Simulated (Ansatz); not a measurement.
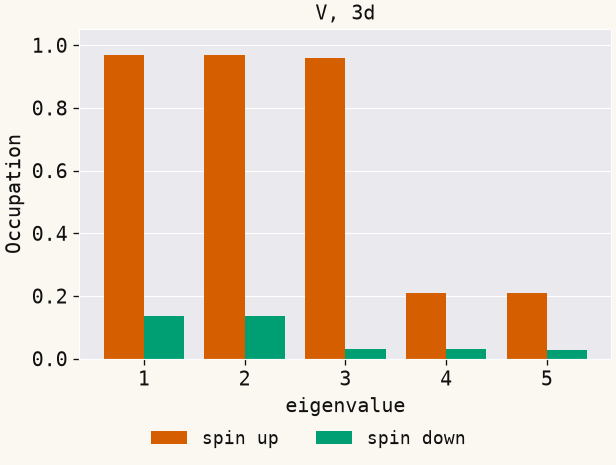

Eigenvalues of the local occupation matrix of the d shell (Löwdin-orthogonalised atomic projectors).

System: VCuS₂, space group R-3m, 4 atoms in the cell, NaFeO2 type.

```
Cu V S
1.0
     1.79371    1.03560    6.51184
    -1.79371    1.03560    6.51184
     0.00000   -2.07120    6.51184
Cu V S
1 1 2
Direct
  0.50000 0.50000 0.50000
  0.00000 0.00000 0.00000
  0.26670 0.26670 0.26670
  0.73330 0.73330 0.73330
```

Level of theory: DFT LDA+U, scalar-relativistic, plane waves, PAW, Ueff = 7 eV on V d, spin-polarised, 6×6×6 k mesh, 420 eV cutoff, Gaussian smearing of 0.05 eV; code Ansatz 0.2.0.

Question: How many states of the shell are filled, counting eigenvalues over 0.6?

Answer: Counting eigenvalues over 0.6 as filled, V has 3 filled d states (d³), 3 up and 0 down; the eigenvalues sum to 3.7. The small eigenvalues come from mixing with neighbours' orbitals.

Start of the run: total moment held at first, then free. Such runs often end in metastable states, so this need not be the lowest one. The atoms aren't at rest in this cell (largest force 2.4 eV/Å), so the relaxed material can differ.
